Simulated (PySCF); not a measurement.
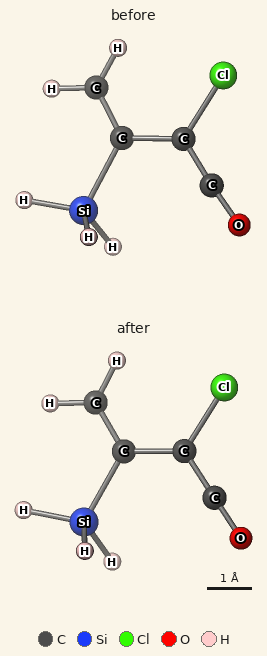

The structure of C$_{4}$H$_{5}$ClOSi before (top) and after (bottom) a relaxation, at one scale.

Style: ball-and-stick. Shown at a tilt.

The start comes from GFN2-xTB. Its atoms were then displaced at random by about 0.01 Å.

The calculation used PySCF, PBE0-D3(BJ)/def2-SVP geometry optimisation, gas phase. 

Question: Describe what moved and what it gained.

Answer: The energy falls by 3.47 kcal/mol in 5 geometry steps. The atom that moves furthest after the best rigid fit is an H atom (0.095 Å). By element the largest moves are H 0.095 Å, C 0.068 Å, Cl 0.040 Å, O 0.040 Å, Si 0.039 Å. Near-neighbour distances that change, for instance: C–H 1.052 → 1.095 Å, H–Si 1.449 → 1.490 Å, C–C 1.300 → 1.333 Å, C–C 1.486 → 1.457 Å. Bond angles that change, for instance: C–C–Si 123.7° → 119.0°, C–C–H 117.8° → 121.0°, C–C–O 176.4° → 179.6°.
